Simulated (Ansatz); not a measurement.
**FGeH₃SSi: small, medium and large basis sets**

How large a basis does FGeH₃SSi need? Two functionals are run in growing sets.

The runs use Ansatz 0.2.0, Gaussian basis; one geometry, several basis sets.

The runs, in order: PBE0-D4/def2-SVP; ωB97M-V/def2-SVP; PBE0-D4/def2-QZVPP; ωB97M-V/def2-QZVPP; the functionals' def2-TZVPP values are taken from earlier runs.

## (1) The geometry

An earlier PBE0-D4 in a triple-zeta def2 set relaxation fixed the geometry.

SMILES `F[SiH]1[S][GeH2]1`, 7 atoms, charge 0, spin multiplicity 1.

Atoms are counted from 1 here; the program's logs count them from 0.

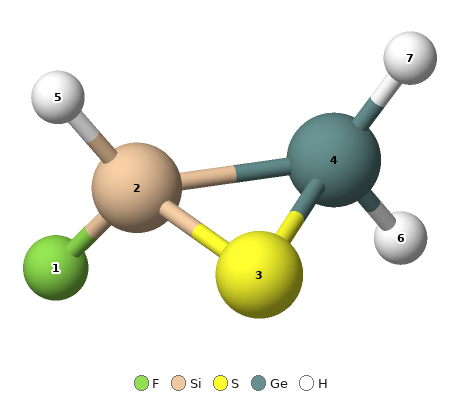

The geometry (fluorine green, silicon light orange, sulfur yellow, germanium teal, hydrogen white); atoms are numbered from 1 in the order of the file.

## (2) PBE0-D4 in def2-SVP

in.yaml reads:

```yaml
crystal:
  periodic: [false, false, false]
  atoms:
    - {symbol: F, position_ang: [-0.454340, -1.649691, 1.656347]}
    - {symbol: Si, position_ang: [0.242124, -1.056271, 0.351436]}
    - {symbol: S, position_ang: [-0.979817, -0.639132, -1.296453]}
    - {symbol: Ge, position_ang: [-0.021064, 1.151859, -0.196680]}
    - {symbol: H, position_ang: [1.473917, -1.840495, 0.137370]}
    - {symbol: H, position_ang: [-1.105093, 2.030187, 0.434305]}
    - {symbol: H, position_ang: [0.905573, 1.935442, -1.131925]}
basis:
  gaussian: {orbitals: def2-SVP}
hamiltonian: {xc: pbe0, dispersion: d4}
output: {orbitals: {seedname: orbitals}}
```

On the command line:

```bash
$ ansatz run in.yaml --threads 2 --pin off --events-out ev --progress --plain --max-ram 4352MiB
```

What it wrote:

```text
Functional definition: PBE0
  name "PBE0"
  cite "Adamo & Barone, J. Chem. Phys. 110, 6158 (1999) doi:10.1063/1.478522"
  cite "Perdew, Burke & Ernzerhof, Phys. Rev. Lett. 77, 3865 (1996) doi:10.1103/PhysRevLett.77.3865"
  parent pbe
  parameter a = 0.25
  parameter kappa = 0.804
  parameter beta = 0.06672455060314922
  exchange = (1 - a)*pbe_x(kappa = kappa, mu = beta*pi^2/3) + a*exact_x
  correlation = pbe_c(beta = beta)
920 factors; integrals over basis functions are off by at most 1.2e-3 eV
mean field evaluation 1: about -77965.6754 eV, gradient 3.1e1 eV
mean field evaluation 2: about -77964.0628 eV, gradient 4.4e1 eV
mean field evaluation 4: about -77967.1312 eV, gradient 8.5e-1 eV
mean field evaluation 8: about -77967.1624 eV, gradient 1.3e-1 eV
mean field evaluation 16: about -77967.1624 eV, gradient 1.8e-5 eV
mean field -77967.16243933 eV, -2865.2403716045 hartree, gradient 1.8e-5 eV, S^2 0.000000; 0 other end points of the search recorded, 0 dependent functions left out
reference -77967.16246350 eV, -2865.2403724930 hartree; 37, 37 occupied and 60, 60 virtual orbitals, 920 factors
Total energy: -77967.32627337 eV, -2865.2463923945 hartree
```

Wall time 1.6 s (2 threads of AMD EPYC 7B13, shared host).

## (3) ωB97M-V in def2-SVP

Changes to in.yaml since step 2:

```diff
@@ -12,3 +12,3 @@
   gaussian: {orbitals: def2-SVP}
-hamiltonian: {xc: pbe0, dispersion: d4}
+hamiltonian: {xc: {name: wB97M-V}}
 output: {orbitals: {seedname: orbitals}}
```

Same command.

What it wrote:

```text
Functional definition: wB97M-V
  name "wB97M-V"
  cite "Mardirossian & Head-Gordon, J. Chem. Phys. 144, 214110 (2016) doi:10.1063/1.4952647"
  cite "Becke, J. Chem. Phys. 107, 8554 (1997) doi:10.1063/1.475007"
  cite "Vydrov & Van Voorhis, J. Chem. Phys. 133, 244103 (2010) doi:10.1063/1.3521275"
  # Of w^i u^j: cxij and so on, Table III.
  parameter omega = 0.3/bohr
  parameter cx = 0.15
  parameter cx01 = 1.007
  parameter cx10 = 0.259
  parameter css00 = 0.443
  parameter css04 = -1.437
  parameter css10 = -4.535
  parameter css20 = -3.390
  parameter css43 = 4.278
  parameter cos00 = 1.000
  parameter cos10 = 1.358
  parameter cos20 = 2.924
  parameter cos21 = -8.812
  parameter cos60 = -1.390
  parameter cos61 = 9.142
  parameter b = 6.0
  parameter c = 0.01
  gx(w, u) = 1 - cx + cx01*u + cx10*w
  gss(w, u) = css00 + css04*u^4 + css10*w + css20*w^2 + css43*w^4*u^3
  gos(w, u) = cos00 + cos10*w + (cos20 + cos21*u)*w^2 + (cos60 + cos61*u)*w^6
  exchange = spin_sum(e_x_unif_sr(omega)*gx(b97_w, b97_u_x)) + cx*exact_x_sr(omega) + exact_x_lr(omega)
  correlation = spin_sum(e_c_pw_mod_same_spin*gss(b97_w, b97_u_same))
      + integral(e_c_pw_mod_opposite_spin*gos(b97_w_opposite, b97_u_opposite)) + vv10(b, c)
920 factors; integrals over basis functions are off by at most 1.2e-3 eV
285 factors; integrals over basis functions are off by at most 4.7e-6 eV
mean field evaluation 1: about -77976.9747 eV, gradient 3.2e1 eV
mean field evaluation 2: about -77976.9833 eV, gradient 3.5e1 eV
mean field evaluation 4: about -77978.8671 eV, gradient 1.2e0 eV
mean field evaluation 8: about -77978.8898 eV, gradient 2.8e-2 eV
mean field evaluation 16: about -77978.8898 eV, gradient 3.6e-5 eV
mean field -77978.88981082 eV, -2865.6713445579 hartree, gradient 3.6e-5 eV, S^2 0.000000; 0 other end points of the search recorded, 0 dependent functions left out
reference -77978.88984980 eV, -2865.6713459902 hartree; 37, 37 occupied and 60, 60 virtual orbitals, 920 factors
Total energy: -77978.88984980 eV, -2865.6713459902 hartree
```

It took 6 s on 2 threads of AMD EPYC 7B13, shared host.

## (4) PBE0-D4 in def2-QZVPP

Changes to in.yaml since step 3:

```diff
@@ -11,4 +11,4 @@
 basis:
-  gaussian: {orbitals: def2-SVP}
-hamiltonian: {xc: {name: wB97M-V}}
+  gaussian: {orbitals: "def2-QZVPP.json"}
+hamiltonian: {xc: pbe0, dispersion: d4}
 output: {orbitals: {seedname: orbitals}}
```

Launched as before.

What it wrote:

```text
Functional definition: PBE0
  name "PBE0"
  cite "Adamo & Barone, J. Chem. Phys. 110, 6158 (1999) doi:10.1063/1.478522"
  cite "Perdew, Burke & Ernzerhof, Phys. Rev. Lett. 77, 3865 (1996) doi:10.1103/PhysRevLett.77.3865"
  parent pbe
  parameter a = 0.25
  parameter kappa = 0.804
  parameter beta = 0.06672455060314922
  exchange = (1 - a)*pbe_x(kappa = kappa, mu = beta*pi^2/3) + a*exact_x
  correlation = pbe_c(beta = beta)
1678 factors; their error is unknown
mean field evaluation 1: about -77984.2861 eV, gradient 3.7e1 eV
mean field evaluation 2: about -77982.3936 eV, gradient 5.4e1 eV
mean field evaluation 4: about -77986.3106 eV, gradient 1.9e0 eV
mean field evaluation 8: about -77986.3176 eV, gradient 6.0e-2 eV
mean field evaluation 16: about -77986.4780 eV, gradient 6.5e-5 eV
mean field -77986.47797392 eV, -2865.9502044084 hartree, gradient 6.5e-5 eV, S^2 0.000000; 0 other end points of the search recorded, 0 dependent functions left out
reference -77986.47800914 eV, -2865.9502057024 hartree; 37, 37 occupied and 339, 339 virtual orbitals, 1678 factors
Total energy: -77986.64181900 eV, -2865.9562256040 hartree
```

Run time: 11 s. Hardware: 2 threads of AMD EPYC 7B13, shared host; peak memory 1.2 GiB.

## (5) ωB97M-V in def2-QZVPP

Changes to in.yaml since step 4:

```diff
@@ -12,3 +12,3 @@
   gaussian: {orbitals: "def2-QZVPP.json"}
-hamiltonian: {xc: pbe0, dispersion: d4}
+hamiltonian: {xc: {name: wB97M-V}}
 output: {orbitals: {seedname: orbitals}}
```

Launched as before.

What it wrote:

```text
Functional definition: wB97M-V
  name "wB97M-V"
  cite "Mardirossian & Head-Gordon, J. Chem. Phys. 144, 214110 (2016) doi:10.1063/1.4952647"
  cite "Becke, J. Chem. Phys. 107, 8554 (1997) doi:10.1063/1.475007"
  cite "Vydrov & Van Voorhis, J. Chem. Phys. 133, 244103 (2010) doi:10.1063/1.3521275"
  # Of w^i u^j: cxij and so on, Table III.
  parameter omega = 0.3/bohr
  parameter cx = 0.15
  parameter cx01 = 1.007
  parameter cx10 = 0.259
  parameter css00 = 0.443
  parameter css04 = -1.437
  parameter css10 = -4.535
  parameter css20 = -3.390
  parameter css43 = 4.278
  parameter cos00 = 1.000
  parameter cos10 = 1.358
  parameter cos20 = 2.924
  parameter cos21 = -8.812
  parameter cos60 = -1.390
  parameter cos61 = 9.142
  parameter b = 6.0
  parameter c = 0.01
  gx(w, u) = 1 - cx + cx01*u + cx10*w
  gss(w, u) = css00 + css04*u^4 + css10*w + css20*w^2 + css43*w^4*u^3
  gos(w, u) = cos00 + cos10*w + (cos20 + cos21*u)*w^2 + (cos60 + cos61*u)*w^6
  exchange = spin_sum(e_x_unif_sr(omega)*gx(b97_w, b97_u_x)) + cx*exact_x_sr(omega) + exact_x_lr(omega)
  correlation = spin_sum(e_c_pw_mod_same_spin*gss(b97_w, b97_u_same))
      + integral(e_c_pw_mod_opposite_spin*gos(b97_w_opposite, b97_u_opposite)) + vv10(b, c)
1618 factors; their error is unknown
303 factors; integrals over basis functions are off by at most 1.6e-5 eV
mean field evaluation 1: about -77996.0075 eV, gradient 3.6e1 eV
mean field evaluation 2: about -77995.8844 eV, gradient 4.2e1 eV
mean field evaluation 4: about -77998.0264 eV, gradient 1.5e0 eV
mean field evaluation 8: about -77998.0347 eV, gradient 1.4e-1 eV
mean field evaluation 16: about -77998.1247 eV, gradient 2.6e-4 eV
mean field -77998.12470230 eV, -2866.3782137818 hartree, gradient 6.7e-5 eV, S^2 0.000000; 0 other end points of the search recorded, 0 dependent functions left out
reference -77998.12476038 eV, -2866.3782159160 hartree; 37, 37 occupied and 339, 339 virtual orbitals, 1618 factors
Total energy: -77998.12476038 eV, -2866.3782159160 hartree
```

Wall time 24 s (2 threads of AMD EPYC 7B13, shared host); peak memory 1.5 GiB.

## (6) Functionals by basis

The def2-TZVPP values come from earlier runs at the same geometry.

```csv
functional,basis,functions,energy (eV),from the largest (eV),HOMO (eV),LUMO (eV)
PBE0-D4,def2-SVP,97,-77967.3263,19.316,-7.37,-0.66
PBE0-D4,def2-TZVPP,205,-77984.6730,1.969,-7.38,-0.76
PBE0-D4,def2-QZVPP,376,-77986.6418,0.000,-7.40,-0.90
ωB97M-V,def2-SVP,97,-77978.8898,19.235,-9.28,1.25
ωB97M-V,def2-TZVPP,205,-77996.2332,1.892,-9.33,1.07
ωB97M-V,def2-QZVPP,376,-77998.1248,0.000,-9.35,0.74
```

## (7) What came out

| quantity | value |
| --- | --- |
| PBE0-D4: double and triple zeta above quadruple | 19.32, 1.97 eV |
| ωB97M-V: double and triple zeta above quadruple | 19.23, 1.89 eV |

For PBE0-D4 the step from double to triple zeta gains 17.35 eV and the next only 1.97 eV. These are total energies; as a rule much of such shifts cancels in differences, which this series doesn't test. The LUMO of ωB97M-V is positive and keeps falling with the basis (1.25 to 0.74 eV): an unbound level that the basis holds in place.

For PBE0-D4 the largest set took about 7 times as long as the smallest (11 s against 1.6 s).
